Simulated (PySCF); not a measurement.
# C20H10: electronic excitations

What do calculations give for the electronic excitations of C20H10?

Computed with PySCF 2.14.0 and routines of our own; the level stands in each step. Atoms count from 0.

## Step 1: The starting structure

30 atoms, charge 0, multiplicity 1; geometry from: GFN2-xTB.

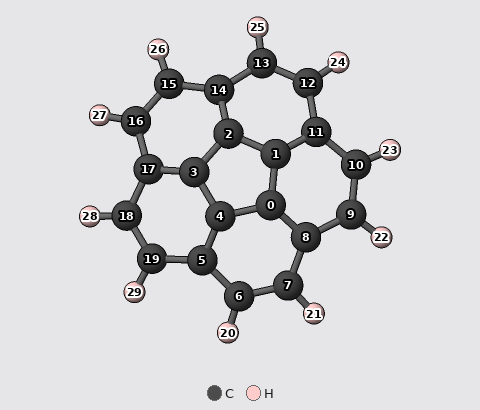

The starting geometry (carbon dark grey, hydrogen pink).

## Step 2: Electronic excitations: TDA wB97X-D/6-31G*

What the job is given:

```
{"job": {"kind": "uv", "basis": "6-31G*", "grid": 1, "kgrid": 0, "vcut": 1.5, "nstates": 5, "ntriplets": 2, "tda": true, "delta": ["ip_vertical"], "pop": false, "xc": "wB97X-D"}, "charge": 0, "multiplicity": 1}
C      1.169207    -0.440410     0.725688
C      0.882187    -1.012493    -0.532754
C      0.417924     0.014577    -1.382976
C      0.418282     1.221317    -0.650090
C      0.882855     0.940176     0.653171
C      0.511678     1.685575     1.755867
C      0.664905     0.999604     3.004159
C      0.944237    -0.344412     3.074742
C      1.101512    -1.156741     1.905276
C      0.942933    -2.568909     1.724040
C      0.663429    -3.125965     0.498917
C      0.509771    -2.334351    -0.685093
C     -0.193338    -2.607485    -1.902967
C     -0.644896    -1.607703    -2.731130
C     -0.445642    -0.220111    -2.435922
C     -1.173343     0.936857    -2.865001
C     -1.172408     2.111914    -2.151841
C     -0.444239     2.264564    -0.927496
C     -0.642946     3.166446     0.167701
C     -0.190480     2.892775     1.436494
H      0.464273     1.537634     3.921188
H      0.953680    -0.822644     4.045194
H      0.952914    -3.209362     2.595962
H      0.461927    -4.187584     0.444119
H     -0.458066    -3.631245    -2.131985
H     -1.250734    -1.875455    -3.586722
H     -1.818012     0.854149    -3.730093
H     -1.816077     2.918038    -2.478194
H     -1.248100     4.049591     0.010803
H     -0.454146     3.568789     2.239050
```

With the program's defaults for keys left out, this is: TDA wB97X-D/6-31G*, vertical, gas phase, core orbitals frozen in the response, virtual orbitals cut by energy.

On the command line:

```console
$ OMP_NUM_THREADS=1 python large_run.py task.json out
```

One launch serves the whole session: the jobs run in the order shown.

Output:

```text
start: PBE on a coarse grid of 26258 points
cycle   1  E = -767.2512508777  dE =  3.816e+00  |g| = 7.035e-01  |ddm| = 6.676e+00
cycle   2  E = -767.1089988967  dE =  1.423e-01  |g| = 9.963e-01  |ddm| = 2.313e+00
cycle   3  E = -767.3326650967  dE = -2.237e-01  |g| = 4.812e-01  |ddm| = 1.830e+00
cycle   4  E = -767.3998638420  dE = -6.720e-02  |g| = 5.632e-02  |ddm| = 6.328e-01
cycle   5  E = -767.4006483629  dE = -7.845e-04  |g| = 1.247e-02  |ddm| = 1.039e-01
cycle   6  E = -767.4006811286  dE = -3.277e-05  |g| = 4.825e-03  |ddm| = 2.679e-02
final grid: 116272 points
cycle   7  E = -767.8507450409  dE = -1.166e-02  |g| = 3.455e-02  |ddm| = 8.891e-01
cycle   8  E = -767.8514344523  dE = -6.894e-04  |g| = 1.585e-02  |ddm| = 1.489e-01
cycle   9  E = -767.8515338934  dE = -9.944e-05  |g| = 7.081e-03  |ddm| = 3.597e-02
cycle  10  E = -767.8515571851  dE = -2.329e-05  |g| = 4.435e-03  |ddm| = 1.898e-02
cycle  11  E = -767.8515655127  dE = -8.328e-06  |g| = 1.057e-03  |ddm| = 6.929e-03
cycle  12  E = -767.8515675378  dE = -2.025e-06  |g| = 5.946e-04  |ddm| = 3.222e-03
cycle  13  E = -767.8515675861  dE = -4.828e-08  |g| = 1.492e-04  |ddm| = 1.753e-03
cycle  14  E = -767.8515678425  dE = -2.563e-07  |g| = 4.827e-05  |ddm| = 3.797e-04
converged SCF energy = -767.8515678425
Vertical ionisation energy (delta-SCF) = 7.8089 eV   <S^2> = 0.764

Static polarisability (au): isotropic 194.445, principal 72.159 255.569 255.607

Singlet excitations
state   eV       nm        f      main configurations
  1   4.0096    309.2   0.00000   H->L 0.51, H-1->L+1 0.47
  2   4.0367    307.1   0.00000   H-1->L+1 0.38, H->L 0.35, H-2->L 0.09
  3   4.0378    307.1   0.00000   H->L+1 0.36, H-1->L 0.36, H-3->L 0.09
  4   4.4054    281.4   0.00000   H-2->L+1 0.27, H-3->L 0.27, H-2->L 0.11
  5   4.4057    281.4   0.00000   H-3->L+1 0.28, H-2->L 0.27, H-3->L 0.11

Triplet excitations (Tamm-Dancoff, eV): 3.1017 3.1029
```

Run time: 62 s. Hardware: 1 thread of Intel Xeon 6975P-C, shared host; peak memory 0.6 GiB.

Frontier orbitals and where they lie:

| orbital | eV | atoms |
| --- | --- | --- |
| HOMO−4 | -10.37 | C13 11 %, C9 11 %, C5 10 % |
| HOMO−3 | -8.00 | C17 13 %, C5 12 %, C12 11 % |
| HOMO−2 | -8.00 | C11 14 %, C16 11 %, C6 11 % |
| HOMO−1 | -7.92 | C2 19 %, C0 16 %, C4 10 % |
| HOMO | -7.92 | C1 19 %, C3 16 %, C4 10 % |
| LUMO | 0.10 | C10 11 %, C18 11 %, C12 9 % |
| LUMO+1 | 0.10 | C15 11 %, C7 10 %, C13 9 % |
| LUMO+2 | 1.86 | C17 12 %, C5 12 %, C14 12 % |
| LUMO+3 | 2.40 | C9 10 %, C15 10 %, C18 10 % |

Ground-state properties from the same run:

| property | computed |
| --- | --- |
| dipole moment (D) | 1.96 |
| polarisability (Å³) | 28.81 |
| HOMO–LUMO gap (eV) | 8.02 |
| −ε(HOMO) (eV) | 7.92 |

## Step 3: Electronic excitations: TDDFT PBE/6-31G*

The job, as its differences from that of step 2:

```diff
@@ -1,2 +1,2 @@
-{"job": {"kind": "uv", "basis": "6-31G*", "grid": 1, "kgrid": 0, "vcut": 1.5, "nstates": 5, "ntriplets": 2, "tda": true, "delta": ["ip_vertical"], "pop": false, "xc": "wB97X-D"}, "charge": 0, "multiplicity": 1}
+{"job": {"kind": "uv", "basis": "6-31G*", "grid": 1, "kgrid": 0, "vcut": null, "nstates": 5, "ntriplets": 2, "tda": false, "delta": ["ip_vertical"], "pop": false, "xc": "PBE"}, "charge": 0, "multiplicity": 1}
 C      1.169207    -0.440410     0.725688
```

Method: TDDFT PBE/6-31G*, vertical, gas phase, core orbitals frozen in the response.

Output:

```text
start: PBE on a coarse grid of 26258 points
cycle   1  E = -767.2512508777  dE =  3.816e+00  |g| = 7.035e-01  |ddm| = 6.676e+00
cycle   2  E = -767.1089988967  dE =  1.423e-01  |g| = 9.963e-01  |ddm| = 2.313e+00
cycle   3  E = -767.3326650967  dE = -2.237e-01  |g| = 4.812e-01  |ddm| = 1.830e+00
cycle   4  E = -767.3998638420  dE = -6.720e-02  |g| = 5.632e-02  |ddm| = 6.328e-01
cycle   5  E = -767.4006483629  dE = -7.845e-04  |g| = 1.247e-02  |ddm| = 1.039e-01
cycle   6  E = -767.4006811286  dE = -3.277e-05  |g| = 4.825e-03  |ddm| = 2.679e-02
final grid: 116272 points
cycle   7  E = -767.1697178983  dE = -9.673e-05  |g| = 1.581e-02  |ddm| = 8.429e-02
cycle   8  E = -767.1696650507  dE =  5.285e-05  |g| = 2.134e-02  |ddm| = 5.417e-02
cycle   9  E = -767.1697813934  dE = -1.163e-04  |g| = 5.034e-03  |ddm| = 3.369e-02
cycle  10  E = -767.1697877437  dE = -6.350e-06  |g| = 1.950e-03  |ddm| = 7.606e-03
cycle  11  E = -767.1697876681  dE =  7.558e-08  |g| = 4.927e-04  |ddm| = 2.998e-03
cycle  12  E = -767.1697880720  dE = -4.039e-07  |g| = 9.067e-05  |ddm| = 5.636e-04
converged SCF energy = -767.1697880720

Static polarisability (au): isotropic 203.042, principal 73.446 267.833 267.849

Singlet excitations
state   eV       nm        f      main configurations
  1   3.2493    381.6   0.00000   H->L+1 0.28, H->L 0.27, H-1->L 0.24
  2   3.2532    381.1   0.00000   H-1->L 0.44, H->L+1 0.41
  3   3.2533    381.1   0.00000   H-1->L+1 0.46, H->L 0.39
  4   3.5625    348.0   0.00000   H-2->L 0.40, H-3->L+1 0.40
  5   3.5627    348.0   0.00000   H-2->L+1 0.40, H-3->L 0.40

Triplet excitations (Tamm-Dancoff, eV): 2.8472 2.8473
```

It took 54 s on 1 thread of Intel Xeon 6975P-C, shared host; peak memory 0.63 GiB.

Warnings kept with the result: ip_vertical: open-shell SCF did not converge.

## Step 4: Summary of results

```
                         quantity                        value
  lowest singlet (wB97X-D/6-31G*)  4.01 eV (309 nm), f = 0.000
                   lowest triplet                      3.10 eV
vertical ionisation energy (ΔSCF)                      7.81 eV
```

**Reading.** The lowest singlet, at 4.01 eV, is HOMO→LUMO 0.51, HOMO−1→LUMO+1 0.47 and is dark. The lowest triplet lies 0.91 eV below the lowest singlet. ΔSCF puts the ionisation energy at 7.81 eV, 0.11 eV below −ε(HOMO).
